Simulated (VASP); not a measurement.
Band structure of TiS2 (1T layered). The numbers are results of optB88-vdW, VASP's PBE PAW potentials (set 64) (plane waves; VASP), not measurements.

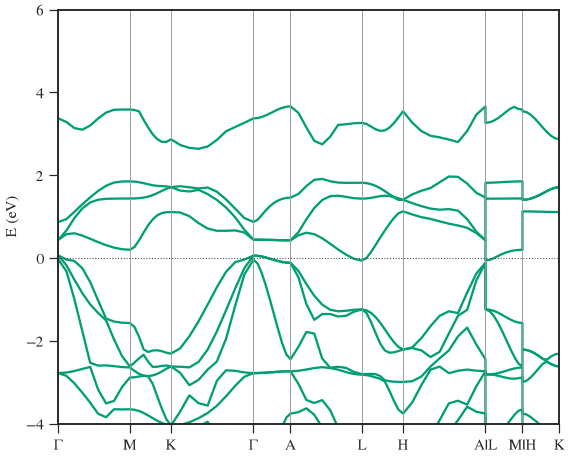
*Bands along high-symmetry lines, zero at the valence-band maximum or, without a gap, the Fermi level*

### Question
Read the plot: is there a gap, and where are the band edges?

### Answer
It has no gap at this level: it comes out as a metal or semimetal. (Edges off the drawn lines would not show.)

The compound is TiS2 in the 1T layered structure. It was relaxed first.
